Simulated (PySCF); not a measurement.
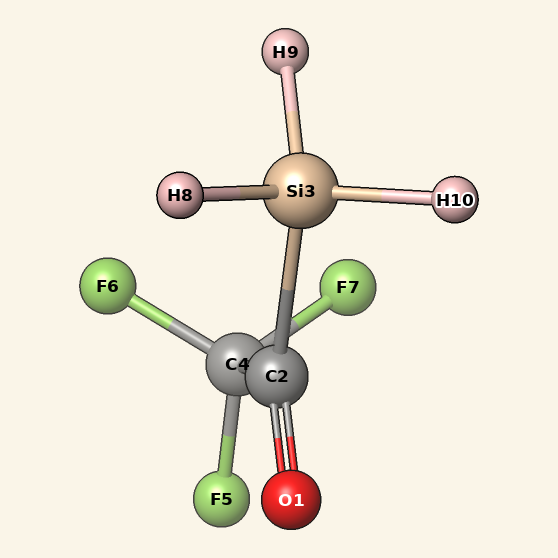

C4 lies behind C2. The molecule seen a little off the C2–C4 bond, C2 in front. Depth is shown by fading: the farther an atom, the more it takes the colour of the background. The computed structure is the end point of a PBE0-D3(BJ)/def2-SVP optimisation. No frequency run is at hand to confirm it as a minimum.

### What is the torsion angle Si3–C2–C4–F5? The sign is positive where the front bond must turn clockwise to cover the back bond.

−179°, antiperiplanar (anti).
